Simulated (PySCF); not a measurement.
```xyz
15

Si   -0.1756    0.2903   -0.5225
N    -1.8640    0.4430   -0.3635
Si   -2.9107   -0.0861    0.9477
O     0.1614    1.0133   -1.9674
B     1.1302   -0.4932    0.5978
Si    3.0071   -0.3847   -0.0642
H    -2.3146    0.9224   -1.1424
H    -3.9341   -1.0465    0.4389
H    -3.6188    1.0806    1.5533
H    -2.0407   -0.7437    1.9596
H     1.0959    1.0070   -2.2116
H     0.8085   -1.0137    1.6382
H     3.9171    0.4112    0.8256
H     3.6591   -1.7222   -0.2603
H     3.0686    0.2963   -1.4132
```

Geometry: PBE0-D3(BJ)/def2-SVP.

Method: PySCF, UKS B3LYP, IGLO-III on B N O Si, pcH-1 on H, non-relativistic, mean-field spin-orbit, GIAO.

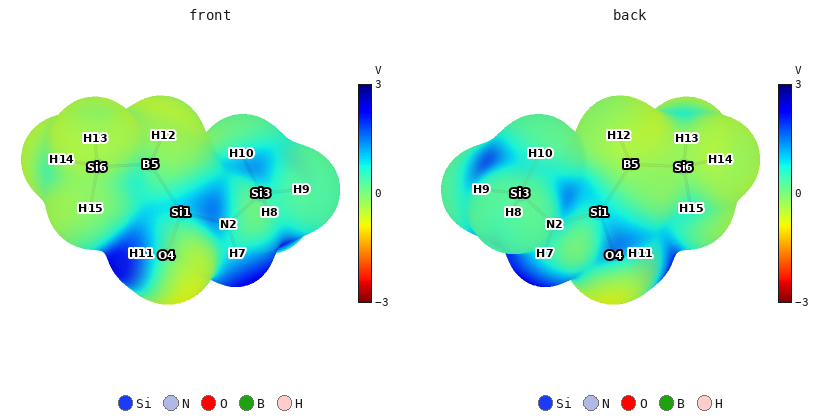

BH9NOSi3 (doublet). The molecular electrostatic potential painted on the density surface at 0.002 e/bohr³, seen from the front and from behind; red is negative and blue positive.

### Describe the electrostatic potential map.

The most negative region (about −0.7 V) lies over O4, the most positive (about +2.3 V) over H7 and H11.
